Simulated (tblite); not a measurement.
Potential energy surface of COS, singlet: collinear O-C-S surface. Scanned: O-C distance and C-S distance.

Cartesian coordinates as functions of the variables (Å; names that start with a are angles):
```
O  0  0  -r1
C  0  0  0
S  0  0  r2
```

Method: GFN2-xTB, 300 K electronic temperature run with tblite 0.5.0.

Energy in kJ/mol above the lowest grid point; x is the O-C distance (Å), y the C-S distance (Å).

```
y \ x   0.99   1.06   1.12   1.18   1.24   1.30   1.37   1.45   1.54   1.66    1.74
-----  -----  -----  -----  -----  -----  -----  -----  -----  -----  -----  ------
2.34   561.0  442.9  413.7  427.0  467.9  526.1  606.9  707.2  822.0  968.5  1058.2
2.23   518.6  397.5  365.9  377.2  416.5  473.4  553.0  652.5  766.8  912.9  1002.5
2.07   442.5  316.3  280.9  289.1  325.8  380.7  458.6  556.6  669.9  815.5   905.0
1.95   375.3  245.1  206.8  212.5  247.3  300.7  377.2  474.0  586.3  731.1   820.3
1.84   309.8  175.7  134.7  138.3  171.3  223.3  298.4  394.0  505.3  649.0   737.7
1.75   258.3  120.9   77.7   79.5  111.0  161.8  235.7  330.2  440.4  583.0   671.0
1.66   215.8   75.0   29.4   29.3   59.3  108.7  181.3  274.5  383.4  524.5   611.7
1.58   194.8   50.6    2.8    0.8   29.1   77.2  148.5  240.3  347.9  487.4   573.4
1.50   202.7   54.7    4.2    0.0   26.5   73.0  142.7  232.9  338.8  476.1   560.8
1.42   259.2  106.6   53.0   46.2   70.5  115.0  182.6  270.8  374.5  509.2   592.1
1.33   418.8  260.0  202.0  191.4  212.5  254.2  318.9  404.0  504.6  635.3   715.8
```

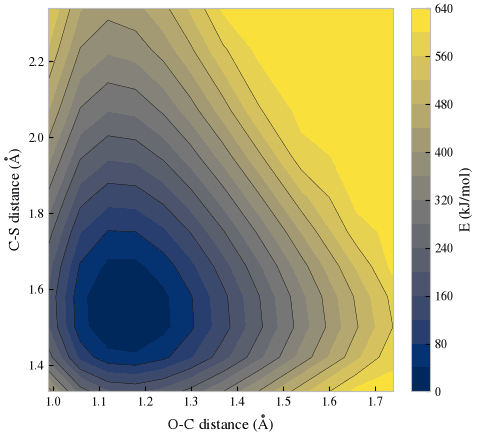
Figure. Energy surface, cut off at 612 kJ/mol.

Points that lie below all their neighbours on the grid: x = 1.18, y = 1.50 (0.0 kJ/mol).
